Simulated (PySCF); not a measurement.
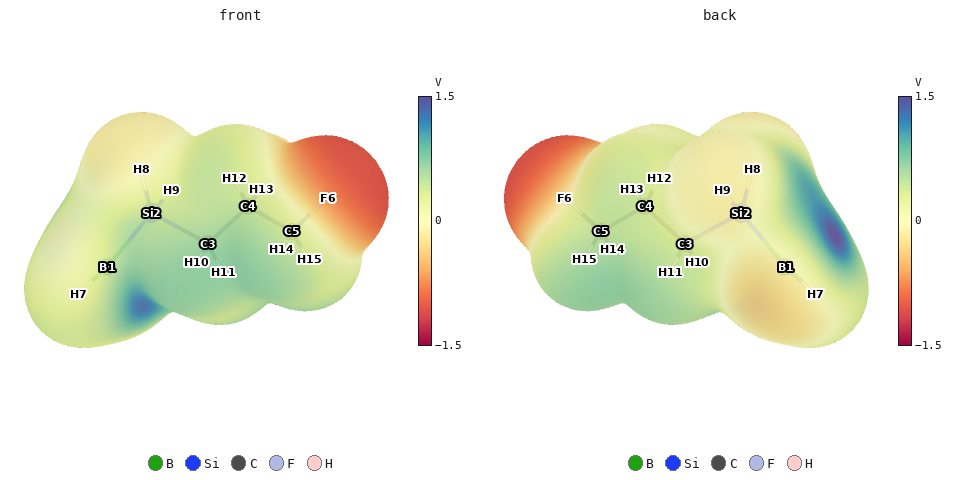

Figure 1: C3H9BFSi (SMILES [BH][SiH2]CCCF) (doublet). The electrostatic potential painted on the density surface at 0.001 e/bohr³, seen from the front and from behind; the colour scale runs from red (negative) to blue (positive).

Geometry: GFN2-xTB.

Computed with UKS B3LYP, pcH-1 on B C F H Si, non-relativistic, mean-field spin-orbit, GIAO in PySCF 2.14.0, density-fitted response routines.

```xyz
15

B    -3.2211    0.3034   -0.6178
Si   -1.6713    1.0739    0.1623
C    -0.3102   -0.2109   -0.3059
C     1.0406    0.1409    0.2919
C     2.0901   -0.8975   -0.0780
F     3.3096   -0.5765    0.4729
H    -4.1089   -0.4369   -0.6176
H    -1.5226    1.2448    1.6296
H    -1.1859    2.3663   -0.3684
H    -0.6078   -1.2027    0.0368
H    -0.2214   -0.2678   -1.3909
H     0.9700    0.1930    1.3802
H     1.3692    1.1170   -0.0695
H     1.8251   -1.8892    0.3050
H     2.2402   -0.9498   -1.1619
```

Question: Which sites attract a positive test charge, and which a negative one?

Answer: A positive charge is drawn to the negative regions and a negative charge to the positive ones. The most negative region (about −1.0 V, or −23 kcal/mol for a unit charge) lies over F6, the most positive (about +1.3 V, or +30 kcal/mol for a unit charge) over B1.
